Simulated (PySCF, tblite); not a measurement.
# C5H9NOSi: geometry, infrared bands and NMR shifts

Wanted: the infrared bands and NMR shifts of C5H9NOSi (`C=C1CN[SiH2]C(=O)C1`), by calculation.

Programs: tblite 0.8.0 and PySCF 2.14.0, with density-fitted response routines of our own. Each step states its level of theory. These are calculated values for one molecule in the gas phase, unless marked as measured. Atoms count from 0, in the outputs and in this text.

### 1 The molecule as given

17 atoms, charge 0, multiplicity 1; geometry from: force field or distance geometry start.

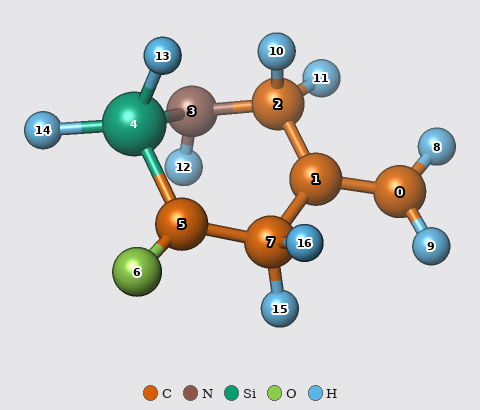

As it starts; carbon orange, nitrogen brown, silicon teal, oxygen green, hydrogen blue, atoms numbered; sticks join atoms by distance.

### 2 Optimising the geometry with GFN2-xTB

The job: settings as JSON, then the geometry in Å.

```
{"job": {"kind": "relax", "xc": "GFN2-xTB", "basis": "xTB"}, "charge": 0, "multiplicity": 1}
C     -2.306400     0.064700     0.106500
C     -0.969000     0.025900     0.018200
C     -0.342900    -1.290000    -0.157700
N      0.855600    -1.342200    -0.940300
Si     2.014500    -0.409000     0.103200
C      1.189600     1.261400     0.175200
O      1.889700     2.261200     0.253500
C     -0.260300     1.321300     0.148000
H     -2.887500    -0.868400     0.029200
H     -2.823000     1.017700     0.252500
H     -0.049100    -1.666900     0.858200
H     -1.106100    -2.050600    -0.521500
H      0.744700    -0.808300    -1.818900
H      1.912500    -0.980000     1.428300
H      3.343400    -0.356600    -0.465600
H     -0.631600     2.064000    -0.607100
H     -0.580800     1.768000     1.128400
```

Launch:

```sh
$ OMP_NUM_THREADS=1 python probes_run.py task.json out
```

One launch serves the whole session: the jobs run in the order shown.

What it wrote:

```text
step      E/eV     max force
  0    -651.71189    2.523
  1    -651.95393    1.708
  2    -652.01543    1.171
  3    -652.05458    0.473
  4    -652.10740    0.665
  5    -652.15540    1.082
  6    -652.19697    0.584
  7    -652.22138    0.388
  8    -652.23663    0.245
  9    -652.24957    0.264
 10    -652.26031    0.243
 11    -652.26870    0.217
 12    -652.27532    0.181
 13    -652.28205    0.210
 14    -652.28892    0.238
 15    -652.29496    0.195
 16    -652.30012    0.181
 17    -652.30522    0.176
 18    -652.31003    0.153
 19    -652.31379    0.143
 20    -652.31643    0.113
 21    -652.31862    0.126
 22    -652.32080    0.121
 23    -652.32306    0.112
 24    -652.32508    0.094
 25    -652.32677    0.121
 26    -652.32819    0.098
 27    -652.32953    0.090
 28    -652.33065    0.088
 29    -652.33179    0.105
 30    -652.33288    0.107
 31    -652.33385    0.076
 32    -652.33467    0.064
 33    -652.33536    0.053
 34    -652.33596    0.068
 35    -652.33659    0.060
 36    -652.33743    0.065
 37    -652.33861    0.090
 38    -652.34001    0.101
 39    -652.34129    0.084
 40    -652.34243    0.070
 41    -652.34362    0.073
 42    -652.34507    0.095
 43    -652.34678    0.101
 44    -652.34831    0.120
 45    -652.34885    0.237
 46    -652.35082    0.122
 47    -652.35241    0.140
 48    -652.35579    0.237
 49    -652.35888    0.249
 50    -652.36384    0.362
 51    -652.36988    0.275
 52    -652.35780    1.196
 53    -652.38233    0.226
 54    -652.38918    0.170
 55    -652.39145    1.062
 56    -652.40952    0.241
 57    -652.41650    0.185
 58    -652.39718    1.283
 59    -652.42827    0.248
 60    -652.43396    0.262
 61    -652.44332    1.010
 62    -652.45806    0.378
 63    -652.46552    0.287
 64    -652.47838    0.472
 65    -652.48667    0.253
 66    -652.49242    0.177
 67    -652.50473    0.226
 68    -652.51031    0.260
 69    -652.51676    0.171
 70    -652.52097    0.173
 71    -652.52491    0.172
 72    -652.52961    0.227
 73    -652.53348    0.240
 74    -652.53736    0.190
 75    -652.54041    0.133
 76    -652.54259    0.117
 77    -652.54530    0.114
 78    -652.54826    0.140
 79    -652.54980    0.111
 80    -652.55188    0.106
 81    -652.55432    0.138
 82    -652.55619    0.128
 83    -652.55749    0.097
 84    -652.55871    0.082
 85    -652.56004    0.077
 86    -652.56115    0.076
 87    -652.56222    0.085
 88    -652.56329    0.099
 89    -652.56442    0.142
 90    -652.56619    0.155
 91    -652.56754    0.127
 92    -652.56929    0.128
 93    -652.57013    0.129
 94    -652.57062    0.146
 95    -652.57164    0.106
 96    -652.57266    0.104
 97    -652.57410    0.103
 98    -652.57616    0.094
 99    -652.57850    0.112
100    -652.57972    0.174
101    -652.58094    0.320
102    -652.58372    0.113
103    -652.58525    0.084
104    -652.58675    0.065
105    -652.58777    0.084
106    -652.58840    0.067
107    -652.58927    0.061
108    -652.59014    0.093
109    -652.59099    0.068
110    -652.59152    0.042
111    -652.59173    0.038
112    -652.59189    0.037
113    -652.59204    0.040
114    -652.59240    0.042
115    -652.59301    0.071
116    -652.59408    0.104
117    -652.59538    0.110
118    -652.59662    0.096
119    -652.59786    0.104
120    -652.59931    0.103
121    -652.60105    0.108
122    -652.60302    0.139
123    -652.60497    0.187
124    -652.60638    0.158
125    -652.60853    0.297
126    -652.61091    0.098
127    -652.61431    0.090
128    -652.61855    0.323
129    -652.62302    0.206
130    -652.62649    0.443
131    -652.63269    0.142
132    -652.63676    0.333
133    -652.64028    0.101
134    -652.64206    0.320
135    -652.64449    0.200
136    -652.64750    0.135
137    -652.64961    0.183
138    -652.65137    0.091
139    -652.65273    0.214
140    -652.65442    0.102
141    -652.65594    0.089
142    -652.65833    0.127
143    -652.65989    0.171
144    -652.66163    0.136
145    -652.66262    0.142
146    -652.66343    0.120
147    -652.66453    0.093
148    -652.66598    0.095
149    -652.66816    0.129
150    -652.67114    0.141
151    -652.67456    0.233
152    -652.67684    0.293
153    -652.67824    0.313
154    -652.68006    0.086
155    -652.68070    0.081
156    -652.68167    0.076
157    -652.68225    0.073
158    -652.68283    0.074
159    -652.68327    0.087
160    -652.68360    0.079
161    -652.68385    0.065
162    -652.68408    0.051
163    -652.68423    0.049
164    -652.68440    0.042
165    -652.68458    0.050
166    -652.68479    0.044
167    -652.68498    0.036
168    -652.68514    0.032
169    -652.68528    0.026
170    -652.68545    0.025
171    -652.68565    0.031
172    -652.68588    0.037
173    -652.68606    0.029
174    -652.68617    0.023
175    -652.68622    0.017
176    -652.68625    0.013
177    -652.68627    0.010
178    -652.68629    0.009
```

Wall time 2.2 s (1 thread of Arm Neoverse N1, shared host); peak memory 0.18 GiB.

The steps of the relaxation: (not every step is listed)

```
step  energy from step 0 (eV)  largest force (eV/Å)
   0                   0.0000                2.5231
   1                  -0.2420                1.7075
   2                  -0.3035                1.1712
   3                  -0.3427                0.4730
   4                  -0.3955                0.6647
   5                  -0.4435                1.0817
   6                  -0.4851                0.5836
   7                  -0.5095                0.3879
   8                  -0.5247                0.2447
  24                  -0.6132                0.0943
  40                  -0.6305                0.0701
  56                  -0.6976                0.2410
  72                  -0.8177                0.2270
  88                  -0.8514                0.0990
 104                  -0.8749                0.0650
 120                  -0.8874                0.1033
 136                  -0.9356                0.1347
 152                  -0.9649                0.2929
 168                  -0.9733                0.0317
 173                  -0.9742                0.0292
 174                  -0.9743                0.0233
 175                  -0.9743                0.0171
 176                  -0.9744                0.0126
 177                  -0.9744                0.0103
 178                  -0.9744                0.0085
```

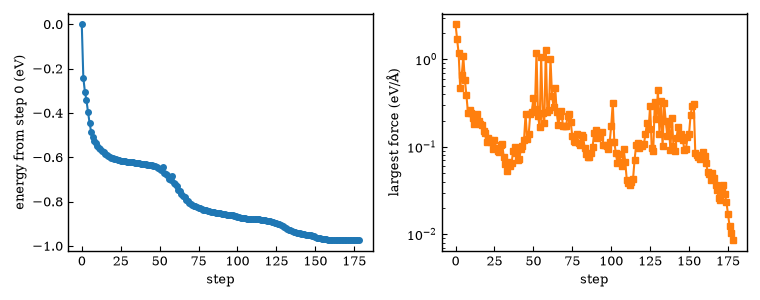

Energy and largest force along the relaxation.

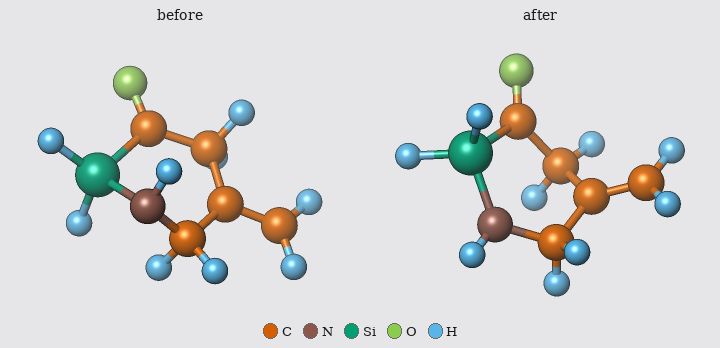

The geometry before (left) and after (right).

Distances of close pairs at the start and the end, largest changes first:

```
  bond  before (Å)  after (Å)  change (Å)
N3–Si4       1.817      1.716      -0.101
 C5–C7       1.451      1.520      +0.069
Si4–C5       1.864      1.915      +0.051
C2–H11       1.137      1.098      -0.039
 C1–C2       1.468      1.504      +0.036
C7–H16       1.124      1.093      -0.032
C7–H15       1.122      1.091      -0.031
N3–H12       1.034      1.008      -0.026
```

The end geometry stands in the next job.

### 3 Infrared spectrum with GFN2-xTB

The job: settings as JSON, then the geometry in Å.

```
{"job": {"kind": "ir", "xc": "GFN2-xTB", "basis": "xTB"}, "charge": 0, "multiplicity": 1}
C     -2.042229     0.487783    -0.760181
C     -1.050587     0.112980     0.032728
C     -0.587830    -1.315709     0.109855
N      0.859211    -1.417667     0.170698
Si     1.948954    -0.209724    -0.374908
C      1.033233     1.371208     0.199172
O      1.433353     2.495803     0.018278
C     -0.293730     1.085487     0.883820
H     -2.565154    -0.213639    -1.388198
H     -2.382501     1.508252    -0.797500
H     -1.003042    -1.768076     1.023811
H     -0.990396    -1.874701    -0.745297
H      1.158854    -2.380312     0.178630
H      3.185540    -0.425646     0.371268
H      2.200016    -0.090392    -1.817912
H     -0.849684     2.012147     1.034639
H     -0.061006     0.634236     1.851187
```

What it wrote:

```text
mode    cm-1     km/mol
  1      49.5      2.42
  2      86.0      0.22
  3     126.2      2.76
  4     298.3      0.98
  5     302.0     12.37
  6     360.4      8.79
  7     393.5      0.57
  8     414.9     13.26
  9     433.6     12.81
 10     487.8     55.86
 11     524.1     92.02
 12     566.0      9.47
 13     620.0     14.37
 14     655.1     42.62
 15     699.7     85.85
 16     710.4     49.83
 17     783.0    197.13
 18     822.3    149.87
 19     880.7     15.13
 20     899.0     28.77
 21     909.3     16.88
 22     961.7      1.37
 23     983.3      0.38
 24    1062.4     36.23
 25    1110.0     42.49
 26    1149.3     39.36
 27    1194.1      4.87
 28    1237.2      9.99
 29    1250.4    101.95
 30    1285.5     18.28
 31    1376.6     18.28
 32    1415.6      2.94
 33    1438.9      6.24
 34    1481.5      0.79
 35    1717.6     45.04
 36    1748.1    274.52
 37    2200.0    335.62
 38    2286.4    266.15
 39    2849.1     50.43
 40    2894.7     66.60
 41    2963.4     14.38
 42    2990.1     27.69
 43    3105.5     15.14
 44    3132.0     32.60
 45    3451.8      2.78
```

Wall time 1 s (1 thread of Arm Neoverse N1, shared host); peak memory 0.18 GiB.

Which atoms move in the most intense modes:

```
cm⁻¹  km/mol                                 atoms
 524    92.0          H14 31 %, H13 26 %, Si4 12 %
 700    85.8          H14 21 %, H13 17 %, Si4 13 %
 783   197.1                    H13 41 %, H14 41 %
 822   149.9  Si4 29 %, N3 21 %, C2 15 %, H13 10 %
1250   102.0   C2 24 %, H12 21 %, N3 19 %, C1 10 %
1748   274.5                      C5 56 %, O6 37 %
2200   335.6                              H14 95 %
2286   266.1                              H13 95 %
```

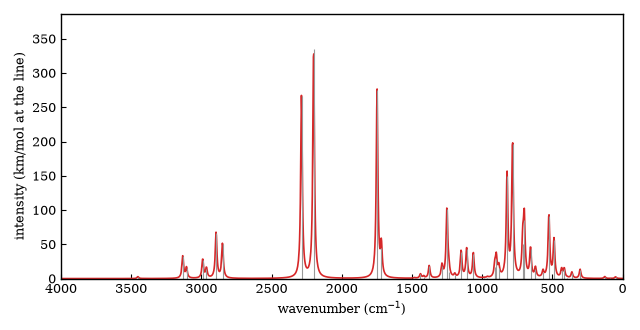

The infrared spectrum from these modes, unscaled. Lines are broadened to a width of 14 cm⁻¹ (Lorentzian).

### 4 Shielding tensors: PBE0/pcSseg-1

Settings changed since step 3:

```diff
@@ -1,2 +1,2 @@
-{"job": {"kind": "ir", "xc": "GFN2-xTB", "basis": "xTB"}, "charge": 0, "multiplicity": 1}
+{"job": {"kind": "nmr", "xc": "PBE0", "basis": "pcSseg-1"}, "charge": 0, "multiplicity": 1}
 C     -2.042229     0.487783    -0.760181
```

Level: GIAO PBE0/pcSseg-1 NMR shielding, non-relativistic, gas phase.

What it wrote:

```text
coarse grid: 14784 points
cycle   1  E = -614.6560281008  dE =  1.197e+00  |g| = 8.117e-01  |ddm| = 3.867e+00
cycle   2  E = -614.2678012983  dE =  3.882e-01  |g| = 1.623e+00  |ddm| = 2.204e+00
cycle   3  E = -614.7827957860  dE = -5.150e-01  |g| = 2.098e-01  |ddm| = 1.697e+00
cycle   4  E = -614.7917549709  dE = -8.959e-03  |g| = 7.758e-02  |ddm| = 2.582e-01
cycle   5  E = -614.7929167660  dE = -1.162e-03  |g| = 2.565e-02  |ddm| = 8.862e-02
cycle   6  E = -614.7930600006  dE = -1.432e-04  |g| = 6.701e-03  |ddm| = 2.637e-02
cycle   7  E = -614.7930699316  dE = -9.931e-06  |g| = 2.354e-03  |ddm| = 7.330e-03
final grid: 138520 points
cycle   8  E = -614.8492269237  dE = -1.505e-05  |g| = 1.424e-02  |ddm| = 3.126e-02
cycle   9  E = -614.8491204408  dE =  1.065e-04  |g| = 2.764e-02  |ddm| = 3.161e-02
cycle  10  E = -614.8492655724  dE = -1.451e-04  |g| = 2.909e-03  |ddm| = 2.197e-02
cycle  11  E = -614.8492673838  dE = -1.811e-06  |g| = 4.057e-04  |ddm| = 2.398e-03
cycle  12  E = -614.8492674146  dE = -3.078e-08  |g| = 1.884e-04  |ddm| = 4.670e-04
cycle  13  E = -614.8492674232  dE = -8.623e-09  |g| = 4.117e-05  |ddm| = 2.250e-04
cycle  14  E = -614.8492674235  dE = -3.233e-10  |g| = 2.015e-05  |ddm| = 5.746e-05
converged SCF energy = -614.8492674235

GIAO shielding tensors (ppm)
atom      isotropic    diamagn.    paramagn.     s11        s22        s33       span
  0 C       63.114     251.572    -188.458    -44.392     85.189    148.544    192.935
  1 C       39.302     263.871    -224.568    -78.274     41.968    154.214    232.488
  2 C      132.827     241.679    -108.852    119.822    131.242    147.417     27.595
  3 N      246.287     322.053     -75.767    210.473    234.342    294.045     83.572
  4 Si     414.693     879.830    -465.137    349.289    401.458    493.332    144.043
  5 C      -54.150     252.447    -306.598   -149.364   -101.489     88.403    237.767
  6 O     -490.620     396.909    -887.529  -1340.657   -478.528    347.326   1687.983
  7 C      124.485     248.401    -123.916     93.586    125.759    154.110     60.524
  8 H       26.215      30.940      -4.724     23.098     25.065     30.482      7.383
  9 H       26.328      31.103      -4.775     23.288     24.939     30.756      7.468
 10 H       27.321      28.484      -1.163     22.574     26.661     32.728     10.154
 11 H       27.682      30.425      -2.743     22.935     27.267     32.842      9.907
 12 H       31.317      30.609       0.708     22.010     29.326     42.614     20.604
 13 H       27.007      28.540      -1.534     23.230     25.394     32.396      9.167
 14 H       26.913      28.804      -1.891     23.298     24.897     32.546      9.247
 15 H       28.430      31.840      -3.411     25.216     28.558     31.515      6.299
 16 H       27.954      30.017      -2.063     24.208     27.967     31.687      7.479
```

Run time: 70 s. Hardware: 1 thread of Arm Neoverse N1, shared host; peak memory 0.84 GiB.

The references, computed at this level on geometries of the same kind, shield at (ppm): ¹H TMS 31.72, ¹³C TMS 186.9, ²⁹Si TMS 349.2, ¹⁵N NH3 267.7, ¹⁷O H2O 336.1. Their shielding less the atom's gives the shift. The references are single molecules in the gas phase, so shifts against H2O, NH3, PH3, H3PO4 or CFCl3 are not on the usual liquid scales and can be off by tens of ppm. Atoms listed in one row are averaged.

```
   atoms                                                   environment  σ (ppm)  δ (ppm)  δ scaled to CDCl3
      C5                                               carbonyl carbon    -54.2    241.1              233.4
      C1                               fully substituted alkene carbon     39.3    147.6              142.2
      C0                                          terminal =CH2 carbon     63.1    123.8              118.9
      C7                                       sp3 CH2 α to a carbonyl    124.5     62.4               59.0
      C2                                   allylic sp3 CH2 bonded to N    132.8     54.1               50.9
      H8                            hydrogen on a terminal =CH2 carbon    26.22     5.50               5.29
      H9                            hydrogen on a terminal =CH2 carbon    26.33     5.39               5.19
H13, H14    hydrogen on a silicon bonded to C, N, in a 6-membered ring    26.96     4.76                  –
H10, H11                    hydrogen on an allylic sp3 CH2 bonded to N    27.50     4.22               4.08
H15, H16                        hydrogen on an sp3 CH2 α to a carbonyl    28.19     3.53               3.43
     H12  hydrogen on a nitrogen bonded to C, Si, in a 6-membered ring    31.32     0.40                  –
      N3             nitrogen bonded to C, Si, H, in a 6-membered ring    246.3     21.4                  –
     Si4             silicon bonded to C, N, 2 H, in a 6-membered ring    414.7    -65.5                  –
      O6                                               carbonyl oxygen   -490.6    826.7                  –
```

The scaled column applies a straight-line fit of computed shieldings to shifts measured in CDCl3 (root-mean-square error 0.16 ppm for H, 1.9 ppm for C).

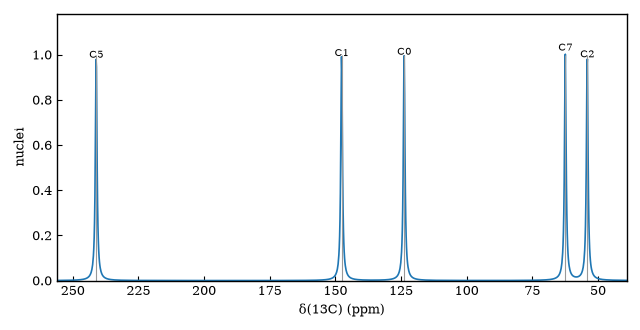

¹³C lines at the computed shifts, without couplings. Lines are broadened to a width of 0.75 ppm (Lorentzian).

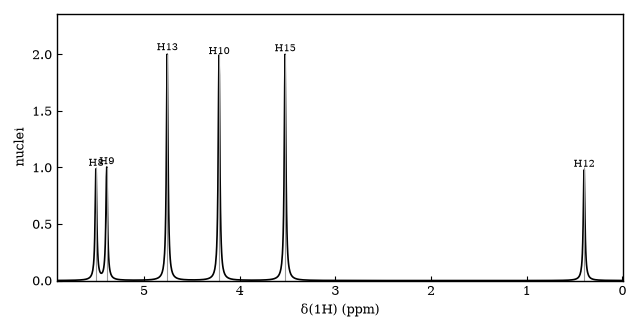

¹H lines at the computed shifts, without couplings. Lines are broadened to a width of 0.02 ppm (Lorentzian).

The run also stored atomic charges by several schemes (e):

```
atoms  Mulliken    IAO  Hirshfeld  ESP fit
   C0     -0.02  -0.32      -0.10    -0.57
   C1     -0.55   0.01       0.01     0.18
   C2      0.17  -0.15      -0.02    -0.04
   N3     -0.69  -0.69      -0.24    -0.66
  Si4      0.75   0.82       0.35     0.43
   C5      0.02   0.14       0.08     0.47
   O6     -0.34  -0.38      -0.23    -0.47
   C7     -0.07  -0.32      -0.09    -0.31
```

Hirshfeld charges:

C0 -0.10; C1 0.01; C2 -0.02; N3 -0.24; Si4 0.35; C5 0.08; O6 -0.23; C7 -0.09; H8 0.05; H9 0.05; H10 0.04; H11 0.04; H12 0.12; H13 -0.07; H14 -0.08; H15 0.05; H16 0.05

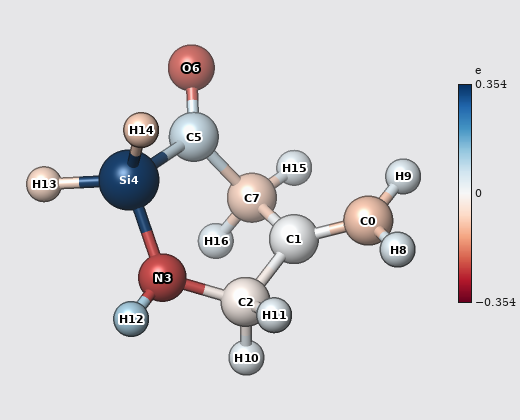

Hirshfeld charges, as colours on the atoms.

Mayer bond orders: C0–C1 1.99, C1–C2 1.01, C2–N3 0.94, N3–Si4 1.01, Si4–C5 0.82, C5–O6 1.96, C5–C7 0.92, C7–C1 0.98.

Ring of atoms C1, C2, N3, Si4, C5, C7: NICS(0) 0.6, NICS(1) -1.6, NICS(1)zz 1.2 ppm (means of both faces; NICS(1) differs between them: -3.4 and 0.1).

The two faces differ (NICS(1)zz -1.5 and 3.9 ppm).

Orbitals, density, ELF and potential are computed afterwards from the orbital file.

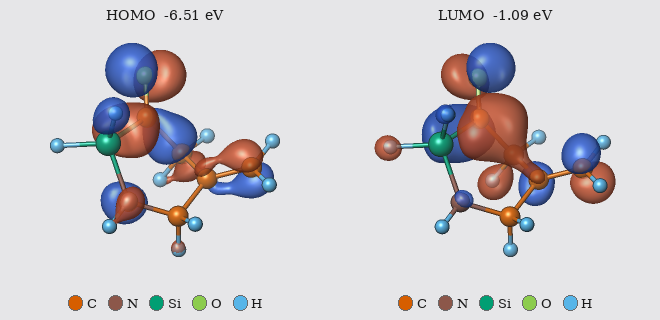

PBE0/pcSseg-1 orbitals near the gap, drawn at the value that encloses 70 % of each; the two colours are the two signs.

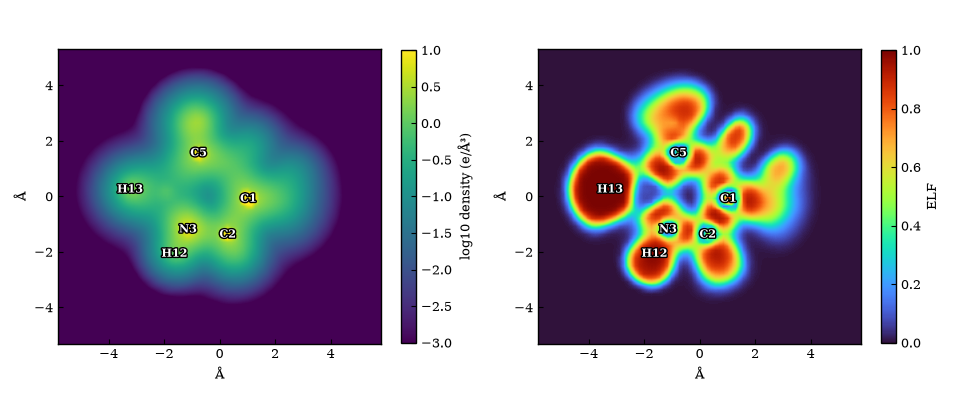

Density (left) and ELF (right) in a plane through or near 6 of the atoms.

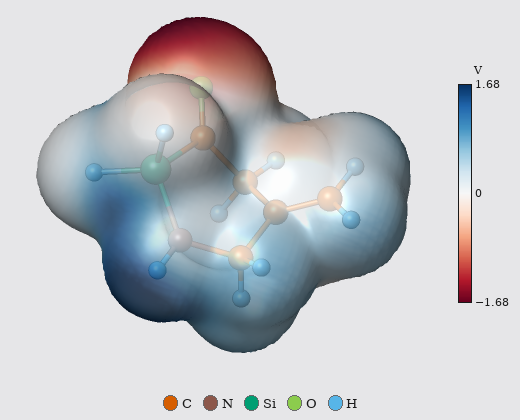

The potential that a unit positive charge feels on the 0.002 e/bohr³ surface, from -1.68 V near O6 to 1.64 V near H12.

### 5 What came out

```
                                                              quantity                                   value
                             strongest single infrared mode (GFN2-xTB)                   2200 cm⁻¹, 336 km/mol
                                          zero-point energy (GFN2-xTB)                           80.5 kcal/mol
                                ¹³C shifts against TMS (PBE0/pcSseg-1)     241.1, 147.6, 123.8, 62.4, 54.1 ppm
¹H shifts against TMS (PBE0/pcSseg-1, means over atoms taken as alike)  5.50, 5.39, 4.76, 4.22, 3.53, 0.40 ppm
                                ¹⁵N shifts against NH3 (PBE0/pcSseg-1)                                21.4 ppm
                               ²⁹Si shifts against TMS (PBE0/pcSseg-1)                               -65.5 ppm
                                ¹⁷O shifts against H2O (PBE0/pcSseg-1)                               826.7 ppm
                                 surface potential, least and greatest                      -1.68 V and 1.64 V
```

What this shows: Over 178 steps the energy fell by 0.974 eV; of the close pairs, N3–Si4 changed most, 1.817 to 1.716 Å. All 45 modes are real, so the xTB geometry is a minimum. The strongest single mode, at 2200 cm⁻¹, moves mainly H14. GFN2-xTB is a fitted tight-binding method: band positions and strengths are rough. Its intensities can rank the bands wrongly. At PBE0/pcSseg-1: Shielding is most anisotropic at O6 (span 1688 ppm, paramagnetic term -888 ppm). At PBE0/pcSseg-1, counted by nearest atom on the grid, the HOMO lies on O6 40 %; C5 12 %, the LUMO on C5 37 %; O6 25 %.
